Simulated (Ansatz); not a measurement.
# ClH4PSi: interaction energy of a dimer with the counterpoise correction, by script

The task is the interaction energy of a dimer with the counterpoise correction, for ClH4PSi. SMILES: P[SiH2]Cl.

Program: the Python package of Ansatz 0.2.0. Level of theory: B3LYP/def2-SVPD. These are calculated values, not measurements.

**1. The structure**

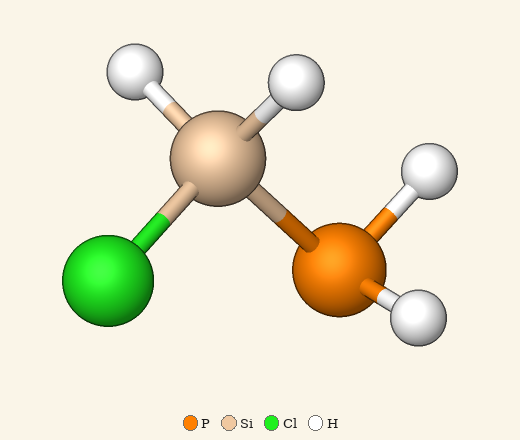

The starting structure, viewed from a chosen angle; phosphorus orange, silicon light orange, chlorine green, hydrogen white.

The script holds or builds the structure itself.

**2. Script**

The input, dimer_clh4psi.py:

```python
"""Interaction energy of two ClH4PSi molecules, with the counterpoise correction."""

import ansatz as az

BASIS_SET = "def2-SVPD"
XC = "B3LYP"

FIRST = [
    ("P", (-1.4007, 0.1654, -0.2607)),
    ("Si", (0.6097, -0.0194, 0.4883)),
    ("Cl", (0.7834, -1.854, 1.3445)),
    ("H", (-1.2808, -0.7253, -1.3221)),
    ("H", (-1.2106, 1.3273, -1.1138)),
    ("H", (0.9063, 1.0387, 1.5048)),
    ("H", (1.593, 0.0672, -0.6412)),
]
SECOND = [
    ("P", (-3.4964, -3.7074, -1.4244)),
    ("Si", (-3.8096, -2.5037, 0.3333)),
    ("Cl", (-2.6993, -3.3037, 1.8354)),
    ("H", (-2.1885, -3.3119, -1.6838)),
    ("H", (-4.0494, -2.7974, -2.4144)),
    ("H", (-5.2534, -2.4911, 0.7286)),
    ("H", (-3.3336, -1.1017, 0.0923)),
]

def energy(atoms, ghosts=()):
    molecule = az.Crystal.molecule()
    for symbol, xyz in atoms:
        molecule = molecule.atom(symbol, xyz)
    calc = (
        molecule.calculation()
        .basis(gaussian=BASIS_SET)
        .functional(XC)
    )
    deck = calc.input()
    if ghosts:
        deck = deck.set(az.key.basis.gaussian.ghost_atoms, [{"symbol": s, "position_ang": list(xyz)} for s, xyz in ghosts])
    return az.Session.from_dict(deck).plan().execute().report["free_energy_ev"]


def main() -> None:
    # monomers in their own basis and in the basis of the dimer
    both = energy(FIRST + SECOND)
    alone = energy(FIRST) + energy(SECOND)
    ghosted = energy(FIRST, SECOND) + energy(SECOND, FIRST)
    print(f"dimer {both:.6f} eV")
    print(f"interaction, uncorrected   {23.060548 * (both - alone):8.3f} kcal/mol")
    print(f"interaction, counterpoise  {23.060548 * (both - ghosted):8.3f} kcal/mol")
    print(f"basis-set superposition    {23.060548 * (alone - ghosted):8.3f} kcal/mol")


if __name__ == "__main__":
    main()
```

**3. The run**

Command:

```
$ python dimer_clh4psi.py
```

Log:

```text
dimer -59495.297017 eV
interaction, uncorrected      6.323 kcal/mol
interaction, counterpoise     7.736 kcal/mol
basis-set superposition       1.413 kcal/mol
```

It took 51 s on 1 thread of Arm Neoverse V2, shared host; peak memory 0.79 GiB.

**4. The engine's runs**

From the records of these 5 runs:

| run | system | ghost atoms | energy (eV) | SCF cycles | CPU time (s) |
| --- | --- | --- | --- | --- | --- |
| 1 | Cl2H8P2Si2 | not set | -59495.2970 | 16 | 21 |
| 2 | ClH4PSi | not set | -29747.7857 | 12 | 2.8 |
| 3 | ClH4PSi | not set | -29747.7855 | 12 | 3.1 |
| 4 | ClH4PSi | a list of 7 | -29747.8237 | 12 | 12 |
| 5 | ClH4PSi | a list of 7 | -29747.8088 | 14 | 11 |

Totals carry meaning only in balanced differences at one level of theory.

**5. What came out**

| quantity | value |
| --- | --- |
| interaction energy, uncorrected | 6.323 kcal/mol |
| interaction energy, counterpoise | 7.736 kcal/mol |
| runs compared | 5 |

The pair is unbound at this geometry and level. Uncorrected it is 6.323 kcal/mol, with the counterpoise correction 7.736 kcal/mol; the difference, 1.413 kcal/mol, is the superposition error. In this basis both values are repulsive. Caveats:
- The dimer is a generated trial pose of unrelaxed monomers, not a minimum, so the figure is no binding energy, and the basis set is small.
- b3lyp holds the VWN-RPA fit, as in Gaussian; the form of ORCA and Turbomole is b3lyp5.
- This level lacks the dispersion part of the attraction (electrostatics and induction are there), which can decide the sign where the interaction is weak.
